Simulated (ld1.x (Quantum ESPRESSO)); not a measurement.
Ld1.x (Quantum ESPRESSO) 7.5 input:

```
 &input
   title='Pd', zed=46., rel=1, dft='PZ', iswitch=3,
   config='[Kr] 4d9 5s1 5p0'
 /
 &inputp
   pseudotype=2, tm=.false., lloc=2,
   nlcc=.true., new_core_ps=.true., rcore=0.75
 /
3
4S  1  0   2.00   0.00  1.50  1.50  0.0
4P  2  1   6.00   0.00  1.25  1.25  0.0
4D  3  2   9.00   0.00  1.65  1.65  0.0
 &test
   configts(1)='4s2 4p6 4d9 5s1 5p0'
 /
```

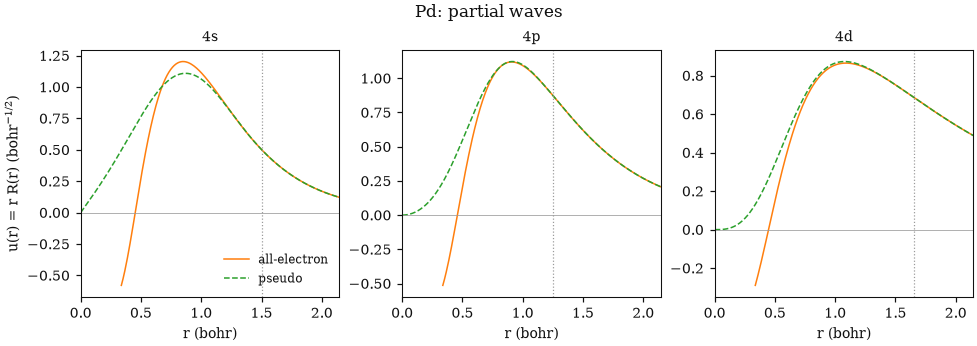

Partial waves u(r) = r R(r), all-electron (solid) and pseudo (dashed). Dotted lines mark the matching radii. The all-electron curves start outside the innermost oscillations, which aren't drawn.

Pseudo-waves: 4s has no node; 4p has no node; 4d has no node.

* Reference test: the pseudo-atom misses its own reference levels by up to 0.38 eV, so its errors come from the construction itself
* Cutoffs needed: 90 Ry and 140 Ry (the cutoffs, on a coarse ladder, from which the occupation-weighted sum of valence levels, in a spherical-Bessel basis at the reference potential, stays within 10 and 1 mRy of its value at 400 Ry)
* Ghost test: no ghost state below the valence levels in the s, p, d, f channels (spherical-Bessel basis up to 400 Ry, 20 bohr box)
* Largest excitation error: -1566 meV (all-electron minus pseudo) for 4s2 4p6 4d7 5s0 5p0, out of 7 test configurations
